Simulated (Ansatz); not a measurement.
H4Sn···HF

```xyz
7

Sn    0.1876    0.0000   -0.1051
H     0.1358    0.0000    1.6331
H     1.8551    0.0000   -0.5253
H    -0.5626    1.4201   -0.6916
H    -0.5626   -1.4201   -0.6916
F    -2.4913    0.0000    1.4052
H    -1.7033    0.0000    1.9047
```

Core potentials replace the inner electrons of Sn.

Computed with RKS PBE-D4/def2-TZVP in Ansatz.

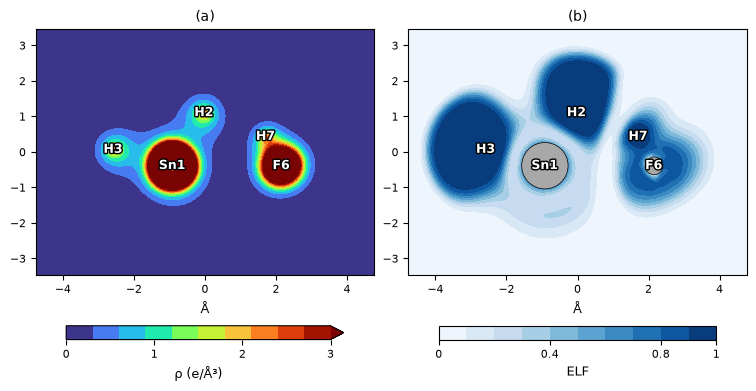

Figure 1. (a) electron density; (b) ELF on the plane of atoms H2, Sn1 and H3. Grey discs cover the atomic cores in the ELF map.

**Interpret the plot.**

- Atoms in the plane: Sn, H and F.
- Sn1···H7 (2.76 Å): the density falls to about 0.1 e/Å³ on the way; the ELF dips to about 0.05 between them.
- F–H (0.93 Å): ρ is about 4.6 e/Å³ halfway; the ELF climbs to about 1 towards the hydrogen, as it does in any bond to H (a covalent bond by its length).
- Sn–H (1.74 Å): the density is about 1.1 e/Å³ at the midpoint; the ELF climbs to about 1 towards the hydrogen.
- The ELF also peaks beside F6, away from the bonds: lone-pair regions.

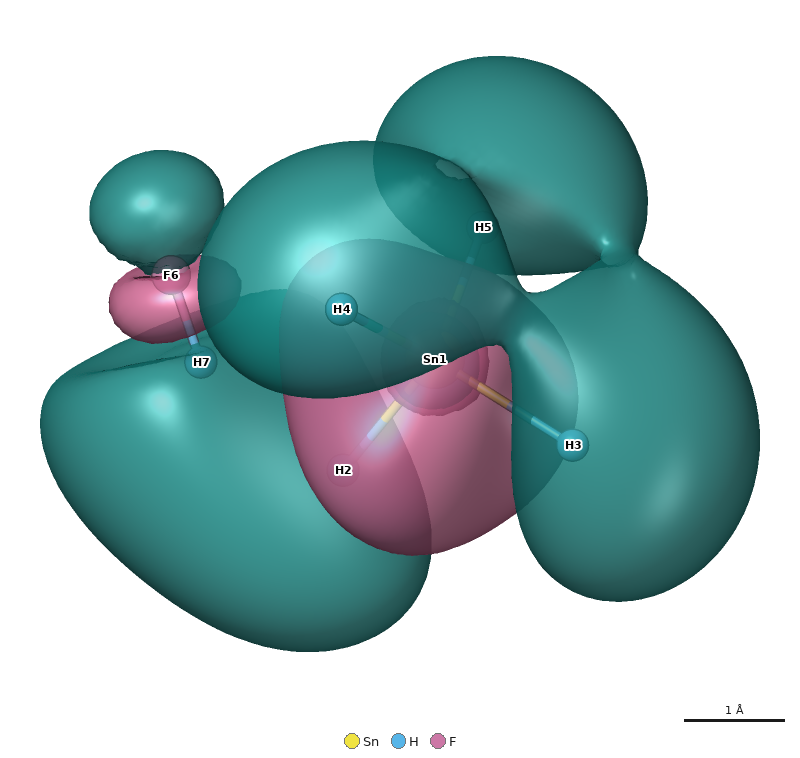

Figure 2. One frontier orbital at ±0.05 Å⁻³ᐟ² (teal and pink are the two phases), seen at a tilt.

**Which orbital is it: HOMO or LUMO?**

The LUMO, at −1.00 eV. By Hirshfeld shares it lies mainly on Sn1 (about 40 %), H2 (about 15 %), H7 (about 15 %), H3 (about 10 %), H4 (about 5 %) and H5 (about 5 %).
